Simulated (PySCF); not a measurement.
## Electronic structure of C4H7GeNO in real space

Input file:

```
{"job": {"kind": "uv", "xc": "wB97X-D", "basis": "def2-SVPD", "nstates": 8, "ntriplets": 3}, "charge": 0, "multiplicity": 1}
N      2.435547    -0.412015     0.017827
Ge     0.907578    -0.020475     0.939100
C     -0.571166    -1.238714     0.367071
C     -1.726086    -0.325186     0.137903
C     -1.571335     1.002316     0.104626
C     -0.251758     1.560809     0.373259
O      0.078007     2.711443     0.222911
H      3.267429     0.075000     0.322630
H      2.370846    -0.311091    -0.986965
H      1.308103    -0.186541     2.389445
H     -0.850289    -2.033629     1.058298
H     -0.311196    -1.730413    -0.573160
H     -2.700335    -0.774013    -0.017565
H     -2.386022     1.682037    -0.097520
```

Command:

```sh
OMP_NUM_THREADS=1 python probes_run.py task.json out
```

Geometry: GFN2-xTB.

The calculation used wB97X-D/def2-SVPD, SCF density, gas phase (PySCF 2.14.0).

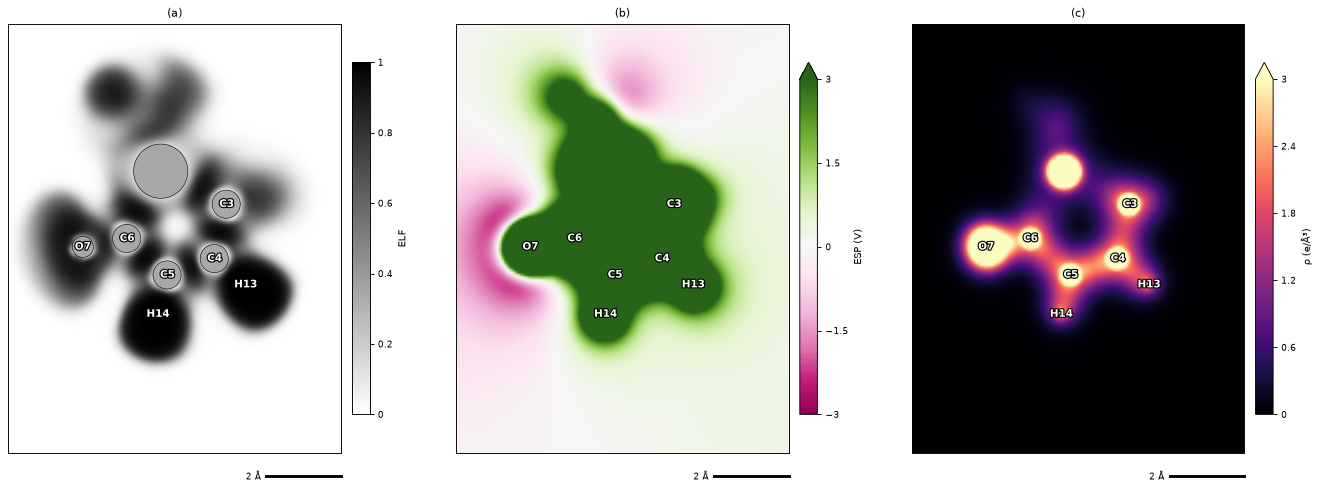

Figure 1. (a) ELF; (b) molecular electrostatic potential; (c) total electron density on the plane of atoms C3, C4 and C5. Grey discs cover the atomic cores in the ELF map.

### What does the map show?

- The section cuts through C, O and H sites.
- C–O (1.21 Å): the density is about 3.3 e/Å³ at the midpoint; the ELF peaks at about 0.85 between the atoms (a multiple bond).
- C–C (1.34 Å): the density is about 2.3 e/Å³ at the midpoint; the ELF peaks at about 0.95 between the atoms (a short, multiple covalent bond).
- C–C (1.46 Å): ρ is about 1.9 e/Å³ halfway; the ELF peaks at about 0.95 between the atoms: a covalent bond.
- The ELF also peaks beside O7, away from the bonds: lone-pair regions.
- Outside the dense part of the molecule the potential is most negative (−2.2 V) near O7.

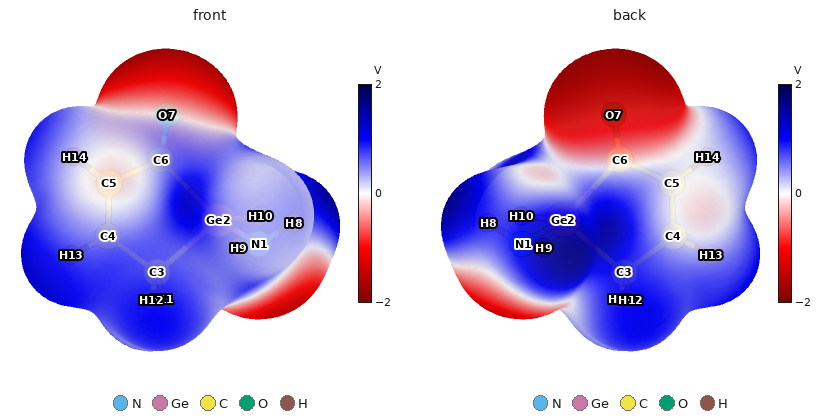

Figure 2. The electrostatic potential painted on the density surface at 0.002 e/bohr³, seen from the front and from behind; the colour scale runs from red (negative) to blue (positive).

### Which sites attract a positive test charge, and which a negative one?

A positive charge is drawn to the negative regions and a negative charge to the positive ones. The most negative region (about −1.8 V) lies over O7, the most positive (about +1.6 V) over H8 and H9. O7 is the likeliest acceptor of a hydrogen bond.

### How polar is the molecule by this calculation?

Its dipole moment is 2.81 D.
